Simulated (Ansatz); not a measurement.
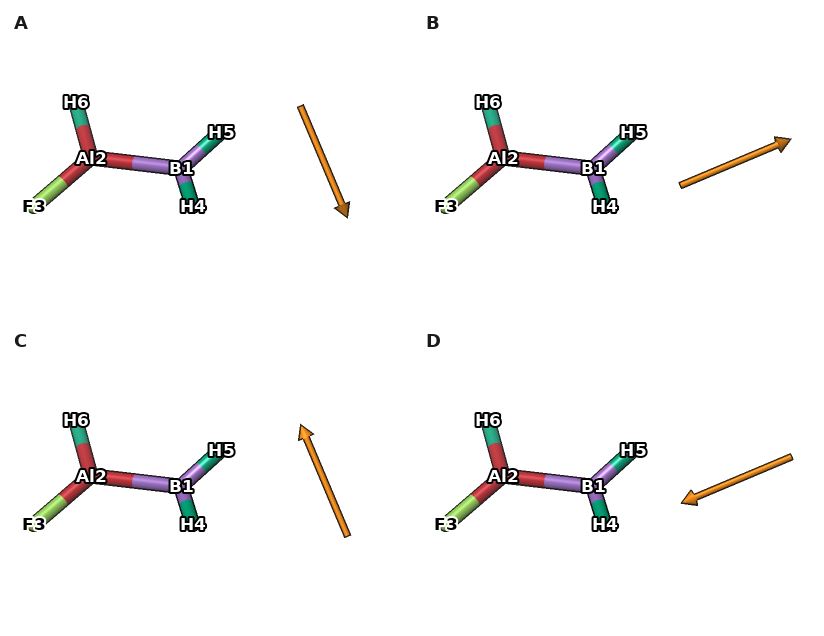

The same molecule four times, each with an arrow. Geometry: a frame of the PBE0-D4/def2-SVP trajectory. Method: RKS r2SCAN-D4/def2-TZVPP (Ansatz 0.2.0).

> Which arrow points along the dipole moment, from the negative to the positive end?

B. The dipole moment is 1.53 D; it points from the side of F3 to the side of H5 (the outermost atoms at the two ends).
